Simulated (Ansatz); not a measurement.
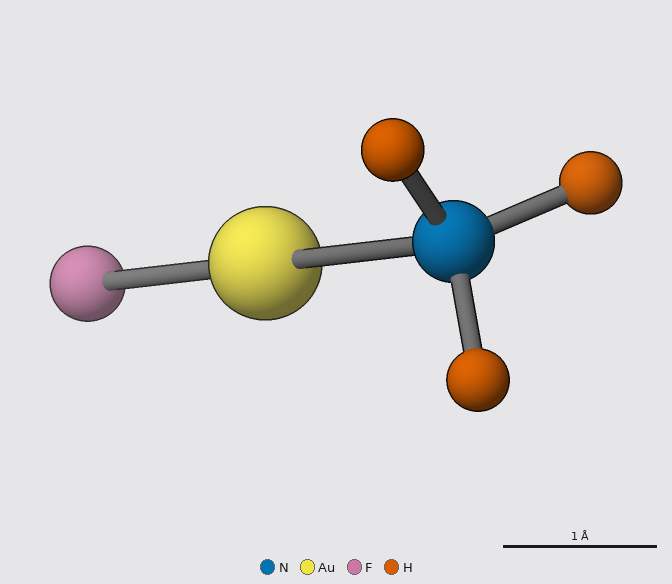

The picture shows a molecular structure as a ball-and-stick model.

The species is neutral and a spin singlet. The geometry was computed by an optimisation with PBE0-D4/def2-TZVP.

Give the formula.

Answer. AuFH3N, 6 atoms: 1 gold, 1 fluorine, 3 hydrogen and 1 nitrogen.

Count the bonded pairs by element.

Answer. 3 N–H, 1 Au–N, 1 Au–F.

Write the SMILES.

Answer. [NH3+][Au-][F]

The parts below concern this one geometry. Atoms keep their numbers from picture to picture.

Shape

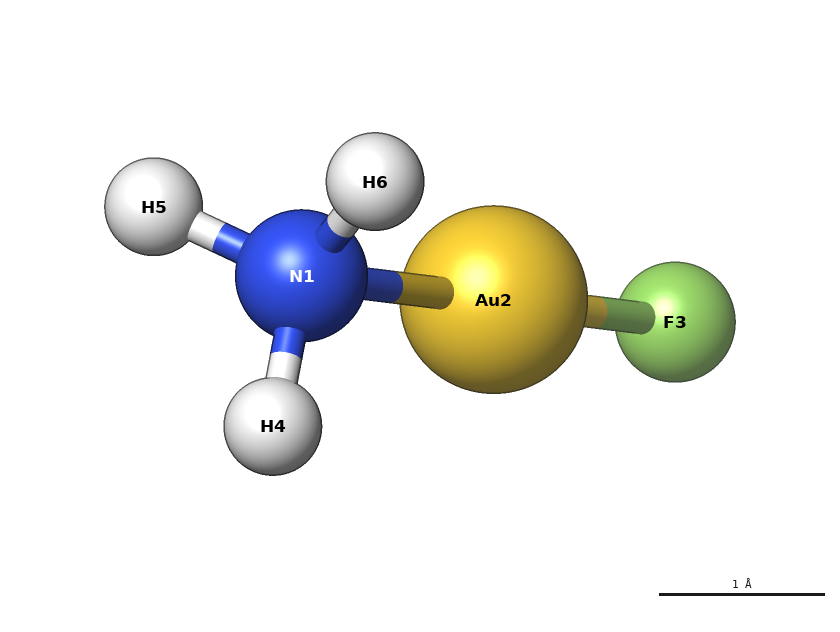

Atoms carry their numbers in the input.

List the bonds and their lengths.

```csv
bond,length (Å)
N1–Au2,2.044
N1–H4,1.015
N1–H5,1.015
N1–H6,1.015
Au2–F3,1.929
```

Charges

The questions are on Mulliken charges. Method: RKS PBE-D4/def2-TZVPP, core potentials on Au (Ansatz 0.2.0).

Give the Mulliken charges atom by atom.

```
atom  value (e)
  N1      −0.34
 Au2       0.14
  F3      −0.44
  H4       0.21
  H5       0.21
  H6       0.21
```

Electronic properties

Properties computed with RKS PBE0-D4/def2-TZVPP, core potentials on Au (Ansatz 0.2.0).

What does the calculation give?

- HOMO energy (Kohn–Sham orbital): −7.25 eV
- LUMO energy (Kohn–Sham orbital): −0.77 eV
- HOMO–LUMO gap: 6.48 eV

Thermal motion

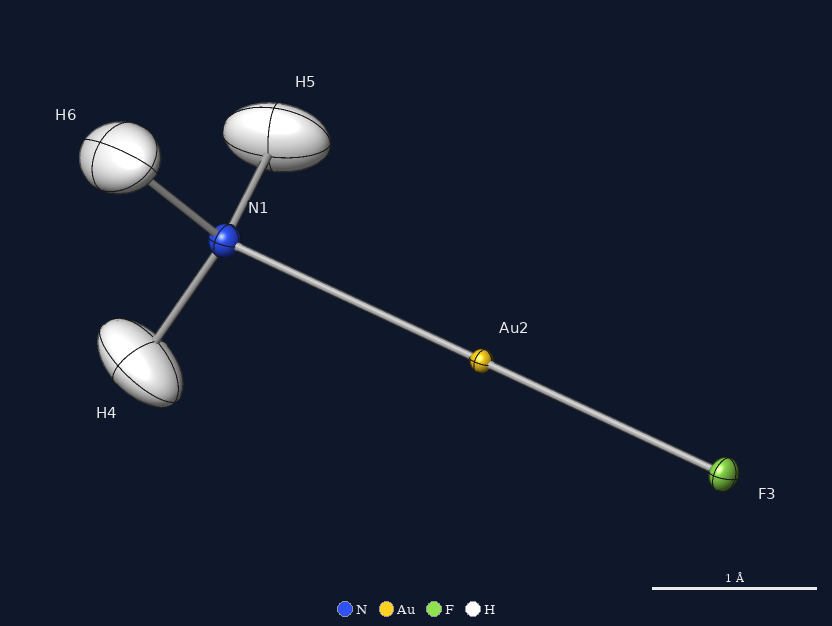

Displacement ellipsoids at the 50 % level, enlarged 1.5 times, from the internal vibrations of the free molecule (harmonic, no overall translation or rotation; no half-axis is drawn under 0.075 Å). Vibrations computed with RKS PBE0-D4/def2-TZVP, core potentials on Au (Ansatz 0.2.0). Temperature: 0 K (zero-point motion alone).

Give the displacement parameters, one line for each set of equivalent atoms.

| atom | U_eq (Å²) | rms amplitudes (Å) |
| --- | --- | --- |
| N1 | 0.0021 | 0.045, 0.046, 0.046 |
| Au2 | 0.00006 | 0.005, 0.009, 0.009 |
| F3 | 0.0019 | 0.037, 0.047, 0.047 |
| H4, H5, H6 | 0.0127 | 0.080, 0.100, 0.147 |

Mulliken values depend strongly on the basis set and can even reverse the polarity of a bond.
